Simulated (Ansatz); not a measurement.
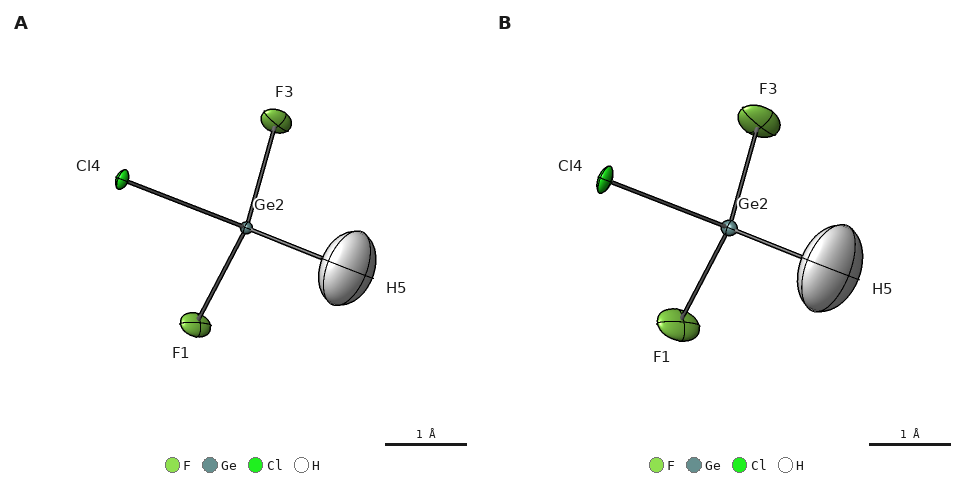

Displacement ellipsoids at the 50 % level, scaled by 2, from the internal vibrations of the free molecule (harmonic, no overall translation or rotation; no half-axis is drawn under 0.075 Å). Vibrations computed with RKS PBE0-D4/def2-TZVP (Ansatz 0.2.0). One panel is for 298 K, the other for 600 K.

> Which panel is for 600 K?

B.

> How much does the mean-square displacement of Cl4 grow, and why?

U_eq goes from 0.0012 to 0.0022 Å², a factor of 1.8. Modes below kT (417 cm⁻¹ at 600 K) grow about in proportion to T, and the lowest lies at 178 cm⁻¹; the mean-square amplitude of a mode is its zero-point value times coth(ħω/2kT), which comes close to 1 only above about 3kT.
